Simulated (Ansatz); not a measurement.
Cr: x(Mo) = 0.333, 3 atoms, I4/mmm

Consider Cr in the bcc (W type) structure (space group Im-3m, No. 229; a = 2.829 Å; non-magnetic).

The other end (x = 1) is Mo in the bcc (W type) structure (space group Im-3m, No. 229): 15.64 Å³/atom, gap zero.

Perturbation: Mo replaces 33.3 % of the Cr, ordered in a cell of 3 atoms (starting symmetry I4/mmm) and fully relaxed.

Calculations: Ansatz (a first-principles code) r2SCAN, no SOC. Γ-centred 19×19×19 mesh, Fermi–Dirac width 0.05 eV, for the changed cell.

| quantity | base | changed | shift |
|---|---|---|---|
| volume per atom | 11.32 Å³ | 12.86 Å³ | +1.531 Å³ |
| density | 7.62 g/cm³ | 8.61 g/cm³ | +0.984 g/cm³ |
| shortest interatomic distance | 2.450 Å | 2.505 Å | +0.055 Å |
| band gap | zero | zero | – |
| mixing energy (to 0.01 eV only: unlike meshes or grids) | – | +0.08 eV/atom | – |
| deviation of the volume from the linear (Vegard-type) interpolation | – | +0.7 % | – |

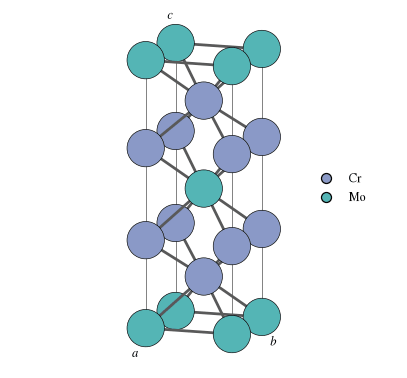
Figure. The relaxed conventional cell after the change

Each cell is one ordered arrangement of few atoms, which overstates ordering effects compared with a random alloy. Whether these cells are dynamically stable was not tested. Starting moments died away, wholly or in part, for x(Mo) = 0.333, 3 atoms, I4/mmm and the base; another magnetic solution may exist. The final runs are not spin-polarised. Real Cr is antiferromagnetic at low temperature and ambient pressure, an order that this cell doesn't hold.
